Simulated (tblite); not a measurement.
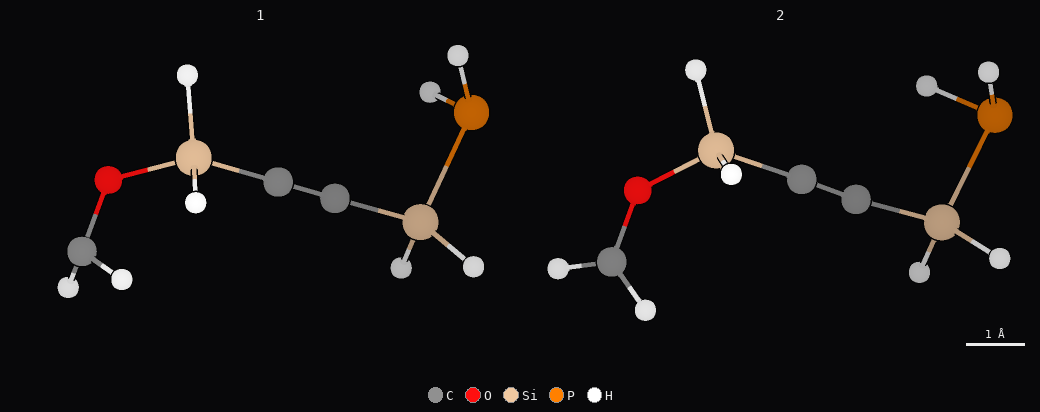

Two geometries of C$_{3}$H$_{8}$OPSi$_{2}$ (multiplicity 2), drawn at one scale. One is the start of a relaxation, the other its converged end. The picture is a ball-and-stick view, seen at a tilt.

The calculation used GFN2-xTB geometry optimisation, gas phase (tblite). 

Which one is relaxed?

Structure 2 is the relaxed one. Over 109 geometry steps the energy falls by 118.2 kJ/mol. An H atom moves most after the best rigid fit: 0.81 Å. By element the largest moves are H 0.81 Å, O 0.43 Å, C 0.33 Å, P 0.20 Å, Si 0.16 Å. Near-neighbour distances that change, for instance: O–Si 1.753 → 1.633 Å, H–P 1.459 → 1.383 Å, C–O 1.392 → 1.327 Å, C–Si 1.807 → 1.859 Å. Bond angles that change, for instance: C–O–Si 108.7° → 135.9°, H–P–H 110.3° → 92.3°, Si–P–H 107.3° → 95.3°. Groups turn about O–Si by about 35°, P–Si by about 25°.
